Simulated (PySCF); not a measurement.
Input

```
{"job": {"kind": "nmr", "xc": "PBE0", "basis": "pcSseg-1"}, "charge": 0, "multiplicity": 1}
C     -2.389136    -0.249117    -0.479103
O     -1.048302    -0.662516    -0.301476
C     -0.411515    -0.048533     0.770043
O     -0.189709     1.302690     0.538503
Si     0.868195     1.716006    -0.653001
O      1.985288     0.533573    -0.752384
C      1.746593    -0.765536    -0.294015
C      0.929509    -0.754118     0.992216
Cl     0.645297    -2.409335     1.523873
H     -2.449836     0.835730    -0.600361
H     -2.740347    -0.746870    -1.379894
H     -2.999148    -0.554094     0.378256
H     -1.032971    -0.115935     1.682180
H      0.162159     1.835324    -1.924523
H      1.527297     2.891035    -0.125144
H      1.200652    -1.336426    -1.053177
H      2.718518    -1.238664    -0.117406
H      1.468695    -0.226895     1.783754
```

Launched as:

```sh
OMP_NUM_THREADS=1 python probes_run.py task.json out
```

Geometry: GFN2-xTB.

Method: PySCF, PBE0/pcSseg-1, SCF density, gas phase, non-relativistic.

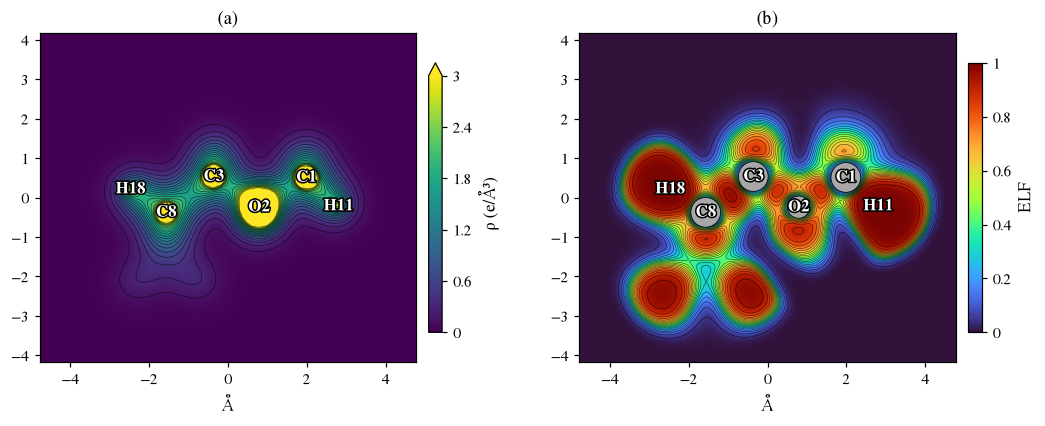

C4H9ClO3Si. (a) total electron density; (b) electron localisation function on the plane of atoms O2, C1 and H11. Grey discs cover the atomic cores in the ELF map.

Describe what can be read from this map.

Answer.
- The section cuts through C, O and H sites.
- C–O (1.41 Å): the density is about 2 e/Å³ at the midpoint, with its minimum of 1.7 e/Å³ about 0.5 Å from C; the ELF peaks at about 0.90 between the atoms: a polar covalent bond.
- C–C (1.53 Å): ρ is about 1.7 e/Å³ halfway; the ELF peaks at about 0.95 between the atoms; localised, covalent bonding.
- C–H (1.09 Å): ρ at the midpoint is about 2 e/Å³; the ELF climbs to about 1 towards the hydrogen, as it does in any bond to H: an ordinary covalent bond to hydrogen.
- The ELF also peaks beside O2, away from the bonds: lone-pair regions.
